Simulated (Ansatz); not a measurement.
## Electronic structure of CHBSn (SMILES B=[C]=[Sn]) in real space

The calculation's input:

```
crystal:
  periodic: [false, false, false]
  atoms:
    - {symbol: C, position_ang: [0.000000, 0.000000, -0.493595]}
    - {symbol: B, position_ang: [0.000000, 0.000000, 0.877478]}
    - {symbol: Sn, position_ang: [0.000000, 0.000000, -2.449803]}
    - {symbol: H, position_ang: [0.000000, 0.000000, 2.065920]}
basis:
  gaussian:
    orbitals: def2-TZVPD
hamiltonian:
  xc: {name: PBE0}
output: {forces: true, orbitals: {seedname: orbitals}}
```

Launched as:

```sh
ansatz run input.yaml --threads 1 --pin off --max-ram 2610MiB --events-out events.jsonl --progress --plain --runs-dir runs
```

Geometry: PBE0-D3(BJ)/def2-SVP; core potentials replace the inner electrons of Sn.

Method: isolated molecule in a Gaussian basis; Kohn-Sham density functional theory, functional PBE0 in Ansatz 0.2.0.

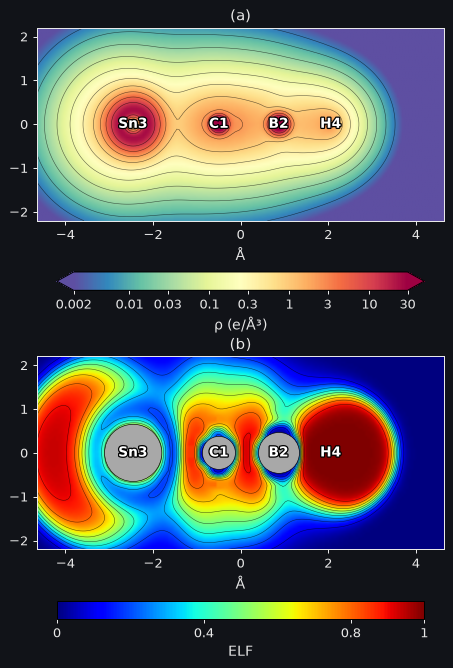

Figure 1. (a) electron density; (b) ELF on a plane that holds the molecular axis. Grey discs cover the atomic cores in the ELF map.

**Describe what can be read from this map.**

- The section cuts through C, B, Sn and H sites.
- C–B (1.37 Å): ρ at the midpoint is about 1.9 e/Å³; the ELF peaks at about 0.90 between the atoms (localised, covalent bonding).
- C–Sn (1.96 Å): the density is about 0.94 e/Å³ at the midpoint; the ELF peaks at about 0.85 in the valence shell of C, 0.6 Å from its nucleus, and drops to about 0.20 between the two atoms.
- B–H (1.19 Å): ρ at the midpoint is about 1.3 e/Å³; the ELF climbs to about 1 towards the hydrogen, as it does in any bond to H (an ordinary covalent bond to hydrogen).

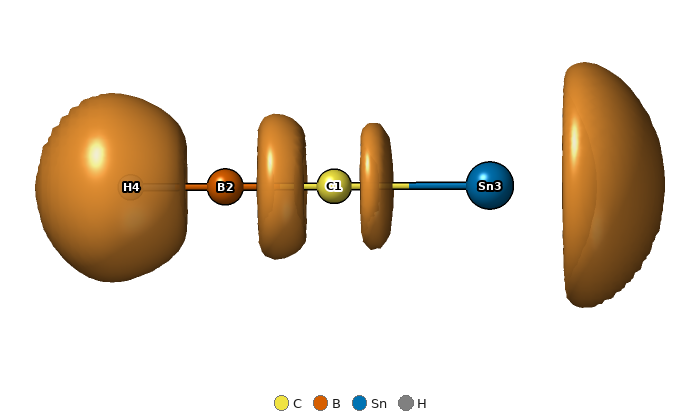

Figure 2. Isosurface of the ELF at 0.8 (orange), seen from one side. Only the valence region is drawn (cores and ρ < 0.01 e/Å³ removed).

**Where are the electrons localised?**

The ELF exceeds this value in one region between bonded B–C atoms (shared pairs), one region around a hydrogen nucleus, one lobe of the valence shell of C pointing towards Sn (polar bonds) and one lobe on Sn, pointing away from the bonds (lone pairs).

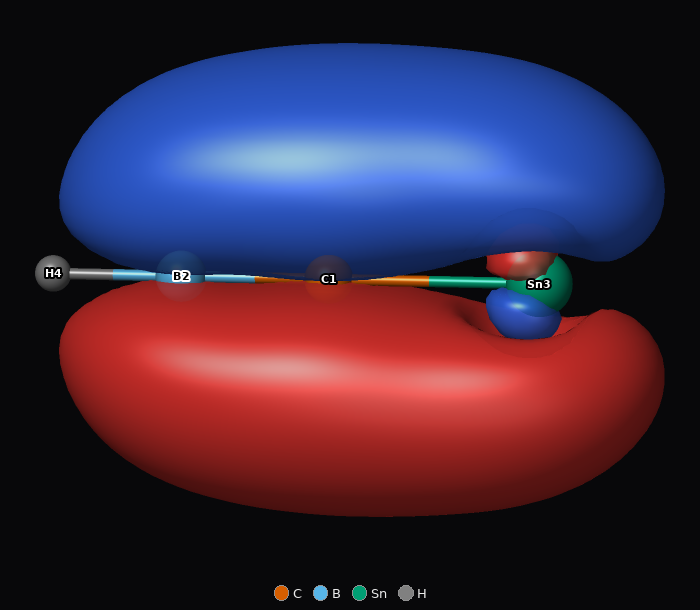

Figure 3. The HOMO at ±0.06 Å⁻³ᐟ² (blue and red are the two phases), seen from one side.

**What is the character of this orbital?**

Its weight (Hirshfeld) is mainly on C1 (about 50 %), B2 (about 25 %) and Sn3 (about 25 %); it vanishes on the molecular axis (π type); π-bonding across C1–B2. It is one of a degenerate set, so its orientation is arbitrary. Its energy is −6.62 eV.

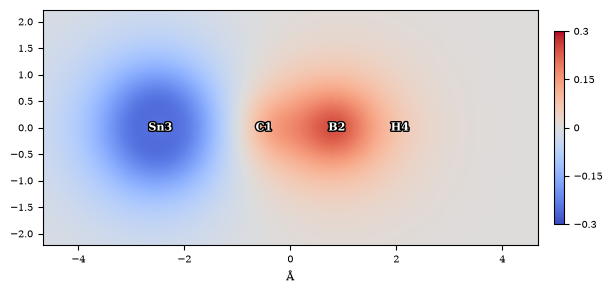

Figure 4. The LUMO on a plane 0.8 Å above a plane that holds the molecular axis (values in Å⁻³ᐟ²; the overall sign is arbitrary).

**What is the character of this orbital?**

It lies mainly on Sn3 (about 70 %), B2 (about 20 %) and C1 (about 10 %). It is one of a degenerate set, so its orientation is arbitrary. Its energy is −2.53 eV.
